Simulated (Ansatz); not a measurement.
## Geometry relaxation of C19H33ClOSi (charge +1) (part 1 of 2)

C19H33ClOSi, charge +1, multiplicity 2, computed with UKS PBE-D4/def2-SVP (Ansatz 0.2.0).

The geometry: PBE-D4/def2-SVP start.

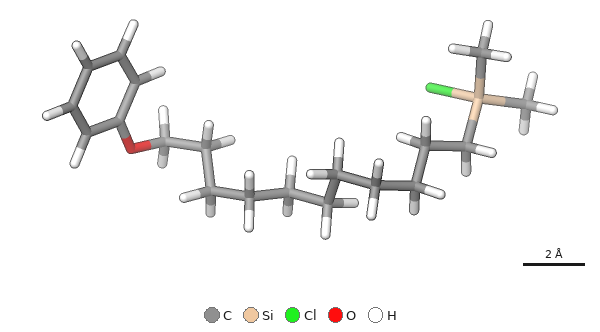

**Figure 1.** The input geometry (stick view, seen on its broad side). Bond lengths as drawn: Cl–Si 2.11 Å, C–C 1.40 to 1.54 Å, C–H 1.10 to 1.11 Å, C–O 1.36 to 1.43 Å and C–Si 1.88 to 1.89 Å.

**Key numbers**

- outcome: converged
- total energy: −42624.4554 eV
- mean-field energy: −42622.9153 eV
- dispersion energy: −1.5400 eV
- ⟨S²⟩: 0.753
- HOMO (either spin): −8.91 eV
- LUMO (either spin): −8.90 eV
- largest force (length of the vector) at the end: 0.040 eV/Å
- hardware: 2 CPU threads, shared host
- wall time: 54 s (CPU time 70 s)
- peak memory: 1.3 GiB

**Input file**
```yaml
crystal:
  periodic: [false, false, false]
  atoms:
    - {symbol: C, position_ang: [-7.479473, 1.926126, 0.764637]}
    - {symbol: Si, position_ang: [-5.789391, 1.804046, -0.053529]}
    - {symbol: C, position_ang: [-5.653471, 2.959982, -1.533497]}
    - {symbol: Cl, position_ang: [-4.351323, 2.429606, 1.362700]}
    - {symbol: C, position_ang: [-5.370047, 0.018057, -0.505126]}
    - {symbol: C, position_ang: [-3.957827, -0.198446, -1.067445]}
    - {symbol: C, position_ang: [-3.628796, -1.668980, -1.348862]}
    - {symbol: C, position_ang: [-2.237572, -1.905002, -1.956083]}
    - {symbol: C, position_ang: [-1.049342, -1.402178, -1.120823]}
    - {symbol: C, position_ang: [-0.947300, -2.022564, 0.277460]}
    - {symbol: C, position_ang: [0.244065, -1.528013, 1.109606]}
    - {symbol: C, position_ang: [1.620581, -1.920571, 0.557084]}
    - {symbol: C, position_ang: [2.800153, -1.556521, 1.467194]}
    - {symbol: C, position_ang: [3.001820, -0.050918, 1.671732]}
    - {symbol: C, position_ang: [4.253163, 0.283321, 2.484289]}
    - {symbol: O, position_ang: [5.453489, -0.219133, 1.898003]}
    - {symbol: C, position_ang: [6.014298, 0.431568, 0.838639]}
    - {symbol: C, position_ang: [7.130733, -0.206051, 0.253903]}
    - {symbol: C, position_ang: [7.795212, 0.385048, -0.824577]}
    - {symbol: C, position_ang: [7.362864, 1.619657, -1.341739]}
    - {symbol: C, position_ang: [6.254445, 2.250292, -0.761046]}
    - {symbol: C, position_ang: [5.573869, 1.668410, 0.321929]}
    - {symbol: H, position_ang: [-7.531486, 1.280252, 1.664134]}
    - {symbol: H, position_ang: [-8.275118, 1.603779, 0.060827]}
    - {symbol: H, position_ang: [-7.695884, 2.967776, 1.076178]}
    - {symbol: H, position_ang: [-6.383708, 2.671336, -2.318122]}
    - {symbol: H, position_ang: [-5.860510, 4.007761, -1.237017]}
    - {symbol: H, position_ang: [-4.637919, 2.924087, -1.975672]}
    - {symbol: H, position_ang: [-6.139608, -0.335455, -1.230153]}
    - {symbol: H, position_ang: [-5.515286, -0.599045, 0.410032]}
    - {symbol: H, position_ang: [-3.221105, 0.222657, -0.349468]}
    - {symbol: H, position_ang: [-3.829412, 0.388763, -2.005208]}
    - {symbol: H, position_ang: [-3.736672, -2.248547, -0.404651]}
    - {symbol: H, position_ang: [-4.396127, -2.086952, -2.037673]}
    - {symbol: H, position_ang: [-2.196786, -1.422711, -2.958114]}
    - {symbol: H, position_ang: [-2.111176, -2.994753, -2.142107]}
    - {symbol: H, position_ang: [-1.097084, -0.294337, -1.021372]}
    - {symbol: H, position_ang: [-0.116080, -1.606038, -1.688239]}
    - {symbol: H, position_ang: [-1.881276, -1.812087, 0.842168]}
    - {symbol: H, position_ang: [-0.896176, -3.131969, 0.183179]}
    - {symbol: H, position_ang: [0.151575, -1.927755, 2.144427]}
    - {symbol: H, position_ang: [0.175448, -0.421348, 1.208389]}
    - {symbol: H, position_ang: [1.631925, -3.018708, 0.376894]}
    - {symbol: H, position_ang: [1.778934, -1.451425, -0.439677]}
    - {symbol: H, position_ang: [3.735720, -1.979613, 1.044200]}
    - {symbol: H, position_ang: [2.668215, -2.045233, 2.460173]}
    - {symbol: H, position_ang: [3.051836, 0.454391, 0.682202]}
    - {symbol: H, position_ang: [2.132733, 0.396739, 2.201037]}
    - {symbol: H, position_ang: [4.202617, -0.210566, 3.476861]}
    - {symbol: H, position_ang: [4.336146, 1.378478, 2.667248]}
    - {symbol: H, position_ang: [7.455691, -1.169003, 0.674312]}
    - {symbol: H, position_ang: [8.666003, -0.123666, -1.266282]}
    - {symbol: H, position_ang: [7.885787, 2.082578, -2.191467]}
    - {symbol: H, position_ang: [5.901392, 3.216102, -1.154835]}
    - {symbol: H, position_ang: [4.707219, 2.186784, 0.753352]}
basis:
  gaussian: {orbitals: def2-SVP, fitting: {mean_field: def2-universal-jkfit}}
total_charge: 1
magnetization: {spin_polarized: true, initial_magnetization: 1}
hamiltonian: {xc: pbe, dispersion: d4}
scf: {lower_state_search: "off"}
output: {orbitals: {seedname: orbitals}}
relax: {f_tol: 0.03, max_steps: 70}
```

Launched with:
```bash
ansatz run in.yaml --threads 2 --pin off --events-out ev --progress --plain --max-ram 32768MiB --backend cuda --devices 0, --max-vram 18GiB
```

**Output**
```
Functional definition: PBE
  name "PBE"
  cite "Perdew, Burke & Ernzerhof, Phys. Rev. Lett. 77, 3865 (1996) doi:10.1103/PhysRevLett.77.3865"
  parent pbe
  parameter kappa = 0.804
  parameter beta = 0.06672455060314922
  exchange = pbe_x(kappa = kappa, mu = beta*pi^2/3)
  correlation = pbe_c(beta = beta)
these checks for a lower state are left out or cut short: stability, starts, cluster_reference, orbital_swaps, neighbouring_geometries, increment
2352 factors; integrals over basis functions are off by at most 2.5e-1 eV
mean field evaluation 1: about -42558.3605 eV, gradient 1.1e2 eV
mean field evaluation 2: about -42337.1673 eV, gradient 2.0e2 eV
mean field evaluation 4: about -42614.2317 eV, gradient 3.7e1 eV
mean field evaluation 8: about -42619.2965 eV, gradient 1.7e1 eV
mean field evaluation 16: about -42622.7998 eV, gradient 2.2e-1 eV
mean field -42622.80510205 eV, -1566.3591967254 hartree, gradient 2.4e-6 eV, S^2 0.752658; 0 other end points of the search recorded, 0 dependent functions left out
the calculation of the forces begins
reference -42622.80519132 eV, -1566.3592000060 hartree; 93, 92 occupied and 388, 389 virtual orbitals, 2352 factors
relax step   1: F+E_penalty+E_count = -42624.35001124 eV  Δ(F+E_penalty+E_count) = +0.000e0 eV  max|allowed force component| = 1.129e0 eV/Å  Δτ_max = 0.0000 Å  (57 SCF iters, accepted)
these checks for a lower state are left out or cut short: stability, starts, cluster_reference, orbital_swaps, neighbouring_geometries, increment
2352 factors; integrals over basis functions are off by at most 2.5e-1 eV
mean field -42622.88320927 eV, -1566.3620671127 hartree, gradient 6.2e-6 eV, S^2 0.752756; 0 other end points of the search recorded, 0 dependent functions left out
[... from here on the field's lines of each further geometry are left out, up to the last ...]
relax step   2: F+E_penalty+E_count = -42624.42989122 eV  Δ(F+E_penalty+E_count) = -7.988e-2 eV  max|allowed force component| = 6.136e-1 eV/Å  Δτ_max = 0.0513 Å  (28 SCF iters, accepted)
relax step   3: F+E_penalty+E_count = -42624.45006023 eV  Δ(F+E_penalty+E_count) = -2.017e-2 eV  max|allowed force component| = 1.332e-1 eV/Å  Δτ_max = 0.0253 Å  (26 SCF iters, accepted)
relax step   4: F+E_penalty+E_count = -42624.45207838 eV  Δ(F+E_penalty+E_count) = -2.018e-3 eV  max|allowed force component| = 3.225e-2 eV/Å  Δτ_max = 0.0278 Å  (25 SCF iters, accepted)
relax step   5: F+E_penalty+E_count = -42624.45265684 eV  Δ(F+E_penalty+E_count) = -5.785e-4 eV  max|allowed force component| = 3.008e-2 eV/Å  Δτ_max = 0.0235 Å  (19 SCF iters, accepted)
relax step   6: F+E_penalty+E_count = -42624.45302384 eV  Δ(F+E_penalty+E_count) = -3.670e-4 eV  max|allowed force component| = 2.942e-2 eV/Å  Δτ_max = 0.0261 Å  (18 SCF iters, accepted)
relax step   7: F+E_penalty+E_count = -42624.45378746 eV  Δ(F+E_penalty+E_count) = -7.636e-4 eV  max|allowed force component| = 3.124e-2 eV/Å  Δτ_max = 0.0874 Å  (24 SCF iters, accepted)
relax step   8: F+E_penalty+E_count = -42624.45434752 eV  Δ(F+E_penalty+E_count) = -5.601e-4 eV  max|allowed force component| = 2.928e-2 eV/Å  Δτ_max = 0.0851 Å  (23 SCF iters, accepted)
the calculation of the forces begins
reference -42622.91408110 eV, -1566.3632016317 hartree; 93, 92 occupied and 388, 389 virtual orbitals, 2352 factors
relax step   9: F+E_penalty+E_count = -42624.45488408 eV  Δ(F+E_penalty+E_count) = -5.366e-4 eV  max|allowed force component| = 2.762e-2 eV/Å  Δτ_max = 0.0901 Å  (23 SCF iters, accepted)
these checks for a lower state are left out or cut short: stability, starts, cluster_reference, orbital_swaps, neighbouring_geometries, increment
2352 factors; integrals over basis functions are off by at most 2.5e-1 eV
mean field -42622.91522736 eV, -1566.3632437560 hartree, gradient 3.1e-6 eV, S^2 0.752927; 0 other end points of the search recorded, 0 dependent functions left out
the calculation of the forces begins
reference -42622.91531691 eV, -1566.3632470467 hartree; 93, 92 occupied and 388, 389 virtual orbitals, 2352 factors
relax step  10: F+E_penalty+E_count = -42624.45527364 eV  Δ(F+E_penalty+E_count) = -3.896e-4 eV  max|allowed force component| = 2.714e-2 eV/Å  Δτ_max = 0.0634 Å  (22 SCF iters, accepted)
```

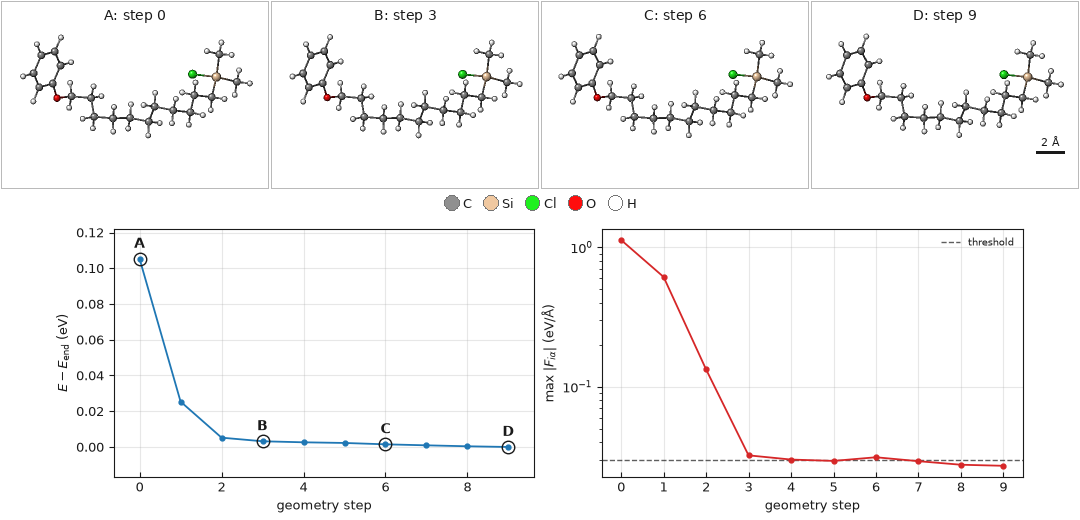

**Figure 2.** Frames of the relaxation (ball-and-stick view, seen at a tilt) above the curves, on which the letters mark them (the first geometry is step 0 here and step 1 in the log).

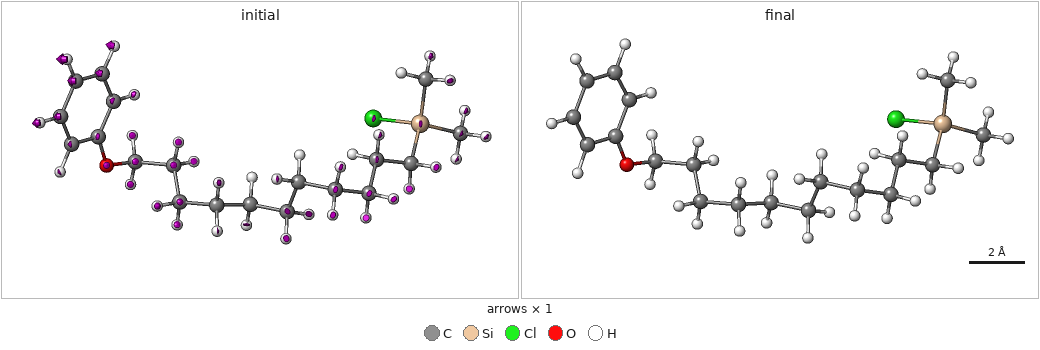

**Figure 3.** Before (left) and after (right) the relaxation, at one scale (ball-and-stick view, seen at a tilt). The pink arrows give the displacements, at true length. The energy falls by 0.105 eV in 9 geometry steps. The largest force component goes from 1.1 to 0.027 eV/Å. H53 moves most after the best rigid fit: 0.43 Å. By element the largest moves are H 0.43 Å, C 0.33 Å, O 0.14 Å, Cl 0.11 Å, Si 0.10 Å. Among the contacts that change: Si2–C5 1.889 → 1.928 Å, O16–C17 1.364 → 1.332 Å, C15–O16 1.427 → 1.449 Å, C17–C18 1.412 → 1.432 Å. Among the angles that change: Si2–C5–H29 107.6° → 104.4°, C1–Si2–C3 111.5° → 114.1°, C15–O16–C17 119.8° → 122.2°. (Atoms are counted from 1 in the order of the input.)

```
Total energy: -42624.45536319 eV, -1566.4198427036 hartree
Atom 0 at    -7.587050     1.870359     0.757243 Å, force     0.001559    -0.003720    -0.002370 eV/Å
Atom 1 at    -5.890314     1.816201    -0.038454 Å, force     0.002593     0.002247     0.004931 eV/Å
Atom 2 at    -5.718415     2.911264    -1.552654 Å, force    -0.000979    -0.001794    -0.002889 eV/Å
Atom 3 at    -4.459144     2.419418     1.380528 Å, force    -0.004182    -0.000128    -0.003993 eV/Å
Atom 4 at    -5.438815    -0.009684    -0.461428 Å, force     0.000445    -0.006535    -0.002411 eV/Å
Atom 5 at    -4.048661    -0.193816    -1.053271 Å, force    -0.002613     0.006745     0.002998 eV/Å
Atom 6 at    -3.715227    -1.683728    -1.289979 Å, force    -0.000319    -0.007594    -0.000437 eV/Å
Atom 7 at    -2.325928    -1.898715    -1.914326 Å, force    -0.001184     0.000028    -0.001865 eV/Å
Atom 8 at    -1.129723    -1.376550    -1.108653 Å, force    -0.000717     0.002409    -0.000823 eV/Å
Atom 9 at    -1.003113    -1.957450     0.304281 Å, force    -0.002104    -0.000308     0.002061 eV/Å
Atom 10 at     0.222556    -1.466571     1.088723 Å, force    -0.000614     0.000715     0.002373 eV/Å
Atom 11 at     1.570633    -1.910855     0.505115 Å, force    -0.001596    -0.001330    -0.001254 eV/Å
Atom 12 at     2.790182    -1.571389     1.372818 Å, force     0.002292    -0.000528    -0.002069 eV/Å
Atom 13 at     3.024834    -0.068990     1.563883 Å, force     0.003768     0.002751     0.000277 eV/Å
Atom 14 at     4.270272     0.264699     2.382510 Å, force    -0.014503    -0.003118     0.003205 eV/Å
Atom 15 at     5.475009    -0.244601     1.759496 Å, force     0.017087     0.021358    -0.013537 eV/Å
Atom 16 at     6.118837     0.427528     0.806180 Å, force    -0.002590    -0.017152     0.011746 eV/Å
Atom 17 at     7.278980    -0.231251     0.286297 Å, force     0.006622     0.010540    -0.014526 eV/Å
Atom 18 at     8.035286     0.382685    -0.704091 Å, force    -0.008586    -0.013504     0.010435 eV/Å
Atom 19 at     7.656929     1.652886    -1.196400 Å, force     0.015737     0.015223    -0.013276 eV/Å
Atom 20 at     6.507768     2.303382    -0.684710 Å, force    -0.013016    -0.006575     0.002619 eV/Å
Atom 21 at     5.734440     1.708657     0.308447 Å, force     0.008966     0.005816    -0.008180 eV/Å
Atom 22 at    -7.629366     1.230447     1.660521 Å, force    -0.001227     0.001192     0.000032 eV/Å
Atom 23 at    -8.357940     1.521669     0.039352 Å, force     0.000412     0.000910     0.001258 eV/Å
Atom 24 at    -7.831602     2.910424     1.055175 Å, force    -0.000871     0.000489     0.000397 eV/Å
Atom 25 at    -6.407532     2.569078    -2.352461 Å, force     0.001849     0.001710     0.003948 eV/Å
Atom 26 at    -5.978196     3.957838    -1.293081 Å, force     0.000971    -0.001751    -0.001099 eV/Å
Atom 27 at    -4.683597     2.899011    -1.947383 Å, force    -0.003887     0.000746     0.000102 eV/Å
```
